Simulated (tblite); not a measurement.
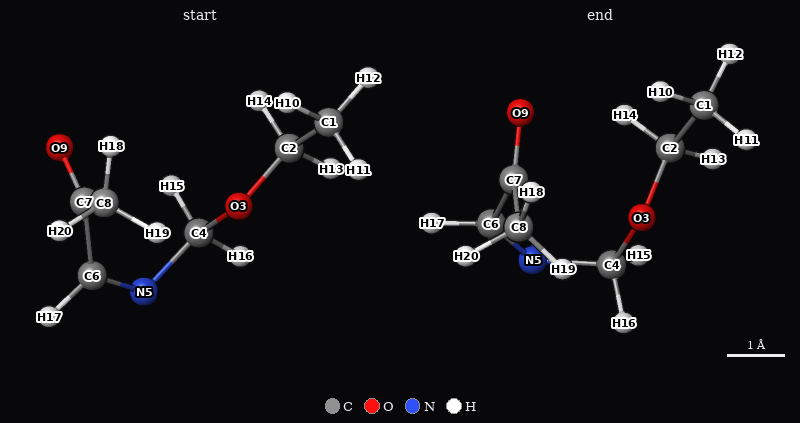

The structure of C₆H₁₁NO₂ before (left) and after (right) a relaxation, at one scale.

Style: ball-and-stick. Shown from a free direction.

Theory: GFN2-xTB geometry optimisation, gas phase in tblite. 

> What changed between the two?

Over 139 geometry steps the energy falls by 8.70 kcal/mol. H17 moves most after the best rigid fit: 1.87 Å. By element the largest moves are H 1.87 Å, O 1.48 Å, C 0.97 Å, N 0.63 Å. Some distances before and after: O3–C4 1.444 → 1.403 Å, C4–N5 1.460 → 1.429 Å, N5–C6 1.286 → 1.256 Å, C1–H10 1.107 → 1.086 Å. Among the angles between lasting bonds that change: C4–N5–C6 116.9° → 121.1°, N5–C6–H17 120.9° → 116.8°, C2–O3–C4 111.1° → 114.9°. Groups turn about O3–C4 by about 85°, C4–N5 by about 65°, C6–C7 by about 25°.
